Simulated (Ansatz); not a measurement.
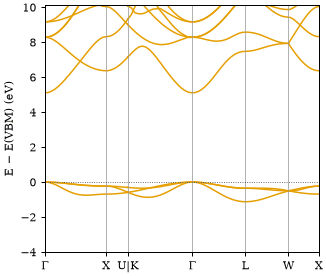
Figure: Band structure from DFT-PBEsol in the program Ansatz with PAW potentials

### Question
Read off the gap and where the band edges lie.

### Answer
About 5.1 eV (5.10 eV by a search for the band edges); maximum at Γ, minimum at Γ.

The material is KCl (rock salt, Fm-3m).

The PBEsol relaxation kept the symmetry of its start.

Potentials: the later of the program's two PAW sets.
